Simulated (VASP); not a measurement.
Energy against volume of SrTiO3 (cubic perovskite). These are optB86b-vdW, VASP's PBE PAW potentials (set 64) (plane waves; VASP) values and carry that method's errors.

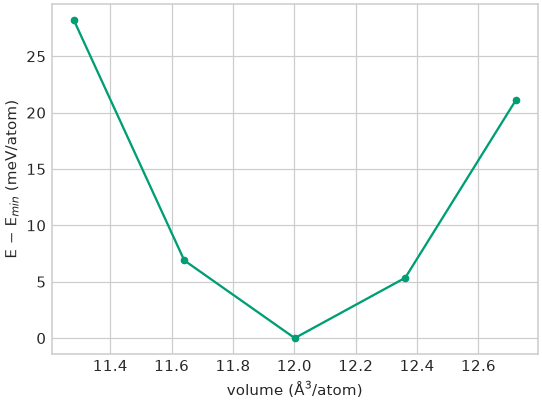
Figure. Energy against volume

Task: Estimate the equilibrium volume and the bulk modulus.

Result: The minimum lies near 12.0 Å³/atom, and the curvature gives B0 of about 180 GPa.

Measured: a 3.890 Å at 0 K (computed value off by +0.7 %), as given by D. I. Bilc et al., Physical Review B (2008), arXiv:0805.0753 [cubic phase extrapolated to 0 K].

The compound is SrTiO3 in the cubic perovskite structure, the ideal cubic form; the compound distorts at low or room temperature. It was relaxed first.
